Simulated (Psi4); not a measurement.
**BH2SF (SMILES FBS) at OMP2/def2-SVPD (density fitting for correlation)**

Aim: the vertical ionisation energy of BH2SF at OMP2/def2-SVPD (density fitting for correlation), from 2 runs. 

The calculation is run with Psi4 1.11.

3 further runs of the same task are left out: 3 set aside as unsound or not needed.

## (1) Starting point

BH2SF has 5 atoms, charge 0, and is taken as a singlet. As SMILES, `FBS`. The shape is that of a PBE0-D4/def2-TZVP optimisation. This is one conformer, not always the lowest.

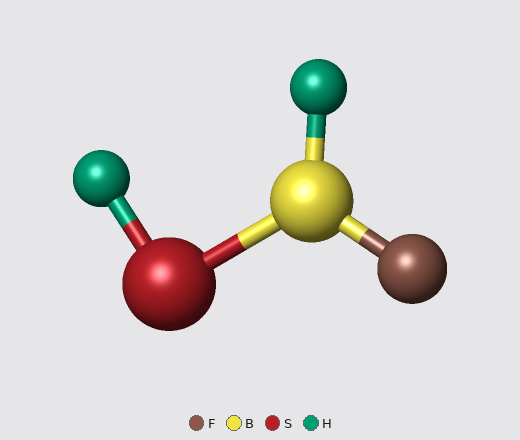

The structure, seen from a chosen angle (fluorine brown, boron yellow, sulfur red, hydrogen teal).

## (2) A single-point energy at OMP2/def2-SVPD (density fitting for correlation)

The input, bfh2s.xyz:

```xyz
5
BFH2S
F     -1.119100    -0.905900    -1.069200
B     -0.412800    -0.339100    -0.106100
S      0.972400     0.698600    -0.579400
H     -0.712000    -0.530900     1.033700
H      1.321400     1.003700     0.679600
```

The input, run.py:

```python
import psi4

psi4.set_memory('1600 MB')
psi4.set_num_threads(1)
psi4.core.set_output_file('psi4.out', False)

with open('bfh2s.xyz') as f:
    atoms = ''.join(f.readlines()[2:])
geom = psi4.geometry('0 1\n' + atoms + 'symmetry c1\nno_reorient\nno_com')

psi4.set_options({
    'puream': True,
    'e_convergence': 1e-09,
    'd_convergence': 1e-08,
    'scf_type': 'pk',
    'num_frozen_docc': 7,
})

energy_value, wavefunction = psi4.energy("omp2/def2-SVPD", return_wfn=True)
print('E =', round(energy_value, 9))
```

Started as:

```
python run.py
```

psi4.out:

```text
[...]
  Running in c1 symmetry.
[...]
  Nuclear repulsion =   86.635626912480006
[...]
  Multiplicity = 1
[...]
  Nalpha       = 16
  Nbeta        = 16
[...]
    Number of basis functions: 86
[...]
   @RHF iter   1:  -522.63684754494591   -5.78764e-01   3.56768e-03 ADIIS/DIIS
[...]
   @RHF iter  11:  -522.68644962496637   -2.16005e-11   7.39267e-09 DIIS
[...]
    Orbital Energies [Eh]
    ---------------------
    Doubly Occupied:
       1A    -91.944489     2A    -26.313349     3A     -8.978341
       4A     -7.705415     5A     -6.666172     6A     -6.665114
       7A     -6.663804     8A     -1.606259     9A     -1.002730
      10A     -0.793290    11A     -0.718844    12A     -0.690897
      13A     -0.616906    14A     -0.563743    15A     -0.465154
      16A     -0.409573
[...]
  @RHF Final Energy:  -522.68644962496637
   => Energetics <=
    Nuclear Repulsion Energy =             86.6356269124800065
    One-Electron Energy =                -895.0359903588278030
    Two-Electron Energy =                 285.7139138213814817
    Total Energy =                       -522.6864496249663716
[...]
 Multipole Moments:
 ------------------------------------------------------------------------------------
     Multipole            Electronic (a.u.)      Nuclear  (a.u.)        Total (a.u.)
 ------------------------------------------------------------------------------------
 L = 1.  Multiply by 2.5417464519 to convert [e a0] to [Debye]
 Dipole X            :         -7.4019960            7.6191868            0.2171908
 Dipole Y            :         -3.2193145            3.4049085            0.1855941
 Dipole Z            :         34.1208197          -33.4678056            0.6530141
 Magnitude           :                                                    0.7127723
[...]
	Warning: cc_lambda option is changed to TRUE
	For this residual convergence, default PCG convergence is:     1.00e-07
[...]
	DF-MP2 Total Energy (a.u.)         :  -523.10740859368036
[...]
	DF-MP2 Total Energy (a.u.)         :  -523.11362870708956
[...]
	DF-OMP2 Total Energy (a.u.)        :  -523.11362870708490
[...]
```

Standard output:

```text
E = -523.113628707
```

Run time: 27 s. Hardware: 1 thread of Intel Xeon Platinum 8259CL at 2.50GHz (Skylake/Cascade Lake), shared host; peak memory 0.29 GiB.

## (3) The doublet cation at the same level

The input, calc.dat:

```
memory 1600 mb

molecule mol {
  1 2
  F
  B 1 1.322
  S 2 1.794328 1 117.91976
  H 2 1.193923 1 119.52001 3 -179.99452
  H 3 1.341629 2 94.8648 4 -0.02363
  symmetry c1
}

set basis def2-SVPD
set reference uhf
set puream true
set e_convergence 1e-09
set d_convergence 1e-08
set scf_type pk
set num_frozen_docc 7
set maxiter 200

energy_value, wavefunction = energy("omp2", return_wfn=True)
```

Started as:

```
psi4 calc.dat calc.out -n 1
```

calc.out:

```text
[...]
  Running in c1 symmetry.
[...]
  Nuclear repulsion =   86.635623451525788
[...]
  Multiplicity = 2
[...]
  Nalpha       = 16
  Nbeta        = 15
[...]
    Number of basis functions: 86
[...]
   @UHF iter   1:  -522.23961454521123   -1.81531e-01   4.12343e-03 DIIS/ADIIS
[...]
   @UHF iter  16:  -522.32407218781395   -1.48930e-11   7.11098e-09 DIIS
[...]
   @S^2 Observed:                7.613162996E-01
[...]
    Orbital Energies [Eh]
    ---------------------
    Alpha Occupied:
       1A    -92.311738     2A    -26.535986     3A     -9.344022
       4A     -7.958980     5A     -7.045271     6A     -7.026945
       7A     -7.025572     8A     -1.823610     9A     -1.364473
      10A     -1.017714    11A     -0.948612    12A     -0.906831
      13A     -0.888858    14A     -0.858627    15A     -0.800714
      16A     -0.739563
    Alpha Virtual:
      17A     -0.139875    18A     -0.124808    19A     -0.087891
      20A     -0.065156    21A     -0.061763    22A     -0.057779
      23A     -0.032958    24A     -0.012575    25A     -0.004474
[...]
  @UHF Final Energy:  -522.32407218781395
   => Energetics <=
    Nuclear Repulsion Energy =             86.6356234515257881
    One-Electron Energy =                -885.7421454816869755
    Two-Electron Energy =                 276.7824498423472050
    Total Energy =                       -522.3240721878139539
  UHF NO Occupations:
  HONO-2 :   14  A 1.9995106
  HONO-1 :   15  A 1.9951519
[...]
 Multipole Moments:
 ------------------------------------------------------------------------------------
     Multipole            Electronic (a.u.)      Nuclear  (a.u.)        Total (a.u.)
 ------------------------------------------------------------------------------------
 L = 1.  Multiply by 2.5417464519 to convert [e a0] to [Debye]
 Dipole X            :         -0.0000877            0.0002999            0.0002122
 Dipole Y            :         -0.3767031           -0.0582379           -0.4349410
 Dipole Z            :         -1.8554858            3.7653905            1.9099048
 Magnitude           :                                                    1.9588032
[...]
	Warning: cc_lambda option is changed to TRUE
	For this residual convergence, default PCG convergence is:     1.00e-07
[...]
	DF-SCS-MP2 Total Energy (a.u.)     :  -522.70361705214248
	DF-SOS-MP2 Total Energy (a.u.)     :  -522.70059824870009
[...]
	DF-SCS-OMP2 Total Energy (a.u.)    :  -522.70931158154883
	DF-SOS-OMP2 Total Energy (a.u.)    :  -522.67577508633167
	DF-SCS(N)-OMP2 Total Energy (a.u.) :  -522.49357843752875
[...]
	DF-OMP2 Total Energy (a.u.)        :  -522.71650634808248
[...]
```

Wall time 56 s (1 thread of Intel Xeon Platinum 8259CL at 2.50GHz (Skylake/Cascade Lake), shared host); peak memory 0.29 GiB.

## (4) Results

At OMP2/def2-SVPD (density fitting for correlation), 7 core orbitals frozen:

| quantity | value |
| --- | --- |
| singlet BH2SF: total energy | -523.11363 Eh |
| singlet BH2SF: HOMO energy (Hartree–Fock orbitals) | -11.15 eV |
| singlet BH2SF: LUMO energy (Hartree–Fock orbitals) | 1.91 eV |
| singlet BH2SF: HOMO–LUMO gap (Hartree–Fock orbitals) | 13.05 eV |
| singlet BH2SF: correlation energy (7 core orbitals frozen) | -427.2 mEh |
| doublet cation: total energy | -522.71651 Eh |
| doublet cation: HOMO energy (Hartree–Fock orbitals) (highest over α and β) | -19.94 eV |
| doublet cation: LUMO energy (Hartree–Fock orbitals) (lowest over α and β) | -8.80 eV |
| doublet cation: correlation energy (7 core orbitals frozen) | -392.4 mEh |
| doublet cation: ⟨S²⟩ of the reference determinant | 0.761 |
| vertical ionisation energy (to the doublet cation) | 10.806 eV |

In words: Removing an electron at fixed nuclei costs 10.81 eV (249 kcal/mol).
